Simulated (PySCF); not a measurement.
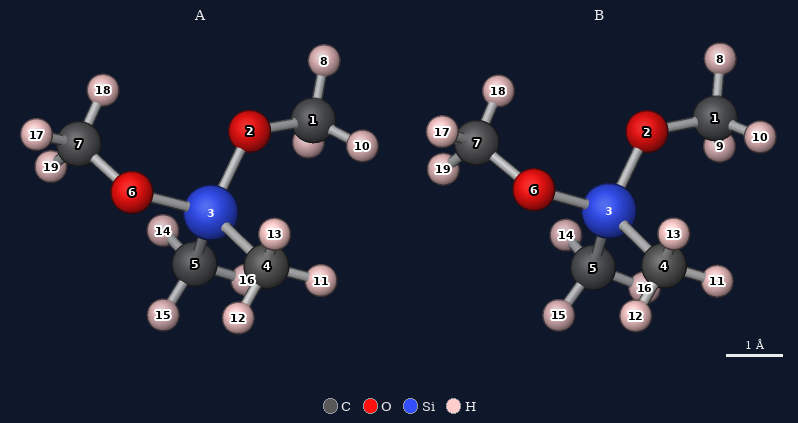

Two geometries of C4H12O2Si, drawn at one scale. One is the start of a relaxation, the other its converged end. A ball-and-stick model, seen at a tilt.

All numbers below come from PBE0-D3(BJ)/def2-SVP geometry optimisation, gas phase in PySCF 2.14.0, density-fitted response routines. 

Which geometry has the lower energy?

Answer. Structure A is the relaxed one. The start comes from GFN2-xTB. The atom that moves furthest after the best rigid fit is H10 (0.27 Å). By element the largest moves are H 0.27 Å, O 0.12 Å, C 0.09 Å, Si 0.09 Å. Among the contacts that change: Si3–C5 1.911 → 1.871 Å, Si3–C4 1.896 → 1.860 Å, Si3–O6 1.623 → 1.658 Å, O2–Si3 1.639 → 1.671 Å. Among the angles between lasting bonds that change: Si3–O6–C7 128.7° → 124.5°, C4–Si3–O6 103.9° → 106.6°, C1–O2–Si3 128.7° → 126.1°. The energy falls by 3.02 kcal/mol in 8 geometry steps. Largest force component: 1.2 eV/Å at the start, 0.017 eV/Å at the end. The run took roughly 2.1 core-minutes on a shared host.
